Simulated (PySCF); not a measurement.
## Electronic structure of C$_{5}$H$_{6}$N$_{2}$O (SMILES OCC1=NC=N[CH][CH-]1) (charge −1, doublet) in real space

```
atom    x (Å)    y (Å)    z (Å)
   O  -2.4099   0.8811   0.7152
   C  -1.8704  -0.2325   0.0419
   C  -0.3735  -0.1168  -0.0319
   N   0.1314   1.0505   0.5776
   C   1.4449   1.1667   0.5203
   N   2.3521   0.3840  -0.0044
   C   1.8380  -0.7719  -0.6063
   C   0.4789  -1.0234  -0.6217
   H  -1.5928   1.3928   0.9279
   H  -2.3172  -0.2918  -0.9712
   H  -2.1734  -1.1564   0.5751
   H   1.8367   2.0746   0.9947
   H   2.5711  -1.4357  -1.0486
   H   0.0836  -1.9217  -1.0910
```

Geometry: GFN2-xTB.

Computed with UKS B3LYP, pcH-1 on C H N O, non-relativistic, mean-field spin-orbit, GIAO (PySCF 2.14.0, density-fitted response routines).

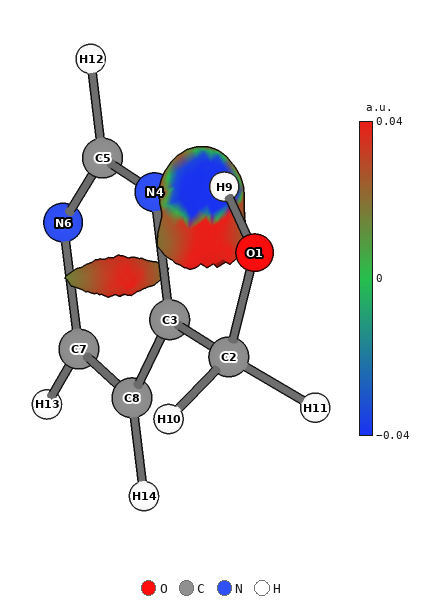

Figure 1. Non-covalent interaction (NCI) plot: the surface where the reduced density gradient is 0.6, for densities under 0.05 a.u., coloured by sign(λ₂)ρ; seen at an oblique angle.

### What holds or crowds the atoms apart from the covalent bonds?

- H9···N4 (1.8 Å): a hydrogen bond (blue, attractive)
- Inside the ring or cage of C3, N4, C5, N6, C7 and C8: steric crowding (red)

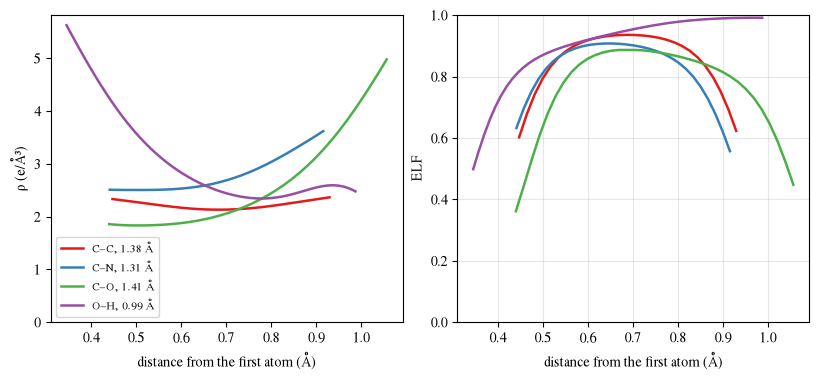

Figure 2. Total electron density and electron localisation function along straight lines between neighbouring atoms. The curves leave out the atomic cores.

### What kind of bonding do the profiles show?

C–C (1.38 Å): the density is about 2.1 e/Å³ at the midpoint; the ELF peaks at about 0.95 between the atoms: a covalent bond.
C–N (1.31 Å): ρ at the midpoint is about 2.6 e/Å³; the ELF peaks at about 0.90 between the atoms; localised, covalent bonding.
C–O (1.41 Å): ρ at the midpoint is about 2.1 e/Å³, with its minimum of 1.8 e/Å³ about 0.5 Å from C; the ELF peaks at about 0.90 between the atoms; a polar covalent bond.
O–H (0.99 Å): ρ is about 3.6 e/Å³ halfway; the ELF climbs to about 1 towards the hydrogen, as it does in any bond to H (an ordinary covalent bond to hydrogen).
